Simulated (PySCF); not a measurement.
C3H10O3Si2, SMILES CO[SiH2][SiH2]C(=O)OC at its GFN2-xTB optimised geometry (Å):

```
18

C      3.9167     0.7464     1.6503
O      2.8690     0.0265     2.2183
Si     1.2697     0.3125     2.1887
Si     0.5234     0.4537     0.0000
C     -1.3838     0.4537     0.0000
O     -2.1080     1.4186     0.0000
O     -1.8247    -0.8113     0.0581
C     -3.2287    -1.0443     0.1226
H      4.0227     1.7204     2.1341
H      3.7518     0.9019     0.5804
H      4.8356     0.1763     1.7931
H      0.9590     1.5367     2.9494
H      0.8624    -0.8606     2.9557
H      0.8992    -0.6684    -0.8733
H      0.9135     1.6733    -0.7282
H     -3.5408    -1.5551    -0.7887
H     -3.4282    -1.6733     0.9896
H     -3.7518    -0.0905     0.2147
```

Calculation: CAM-B3LYP/def2-SVP (PySCF 2.14.0).

Map of the electrostatic potential (hartree/e), clipped to [-0.08, 0.12] on the plane z = 1.2 Å:

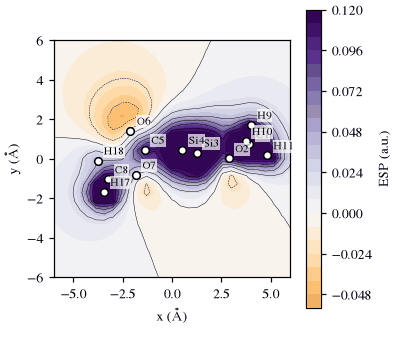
Fig. 1. Electrostatic potential (hartree/e), clipped to [-0.08, 0.12] on the plane z = 1.2 Å.
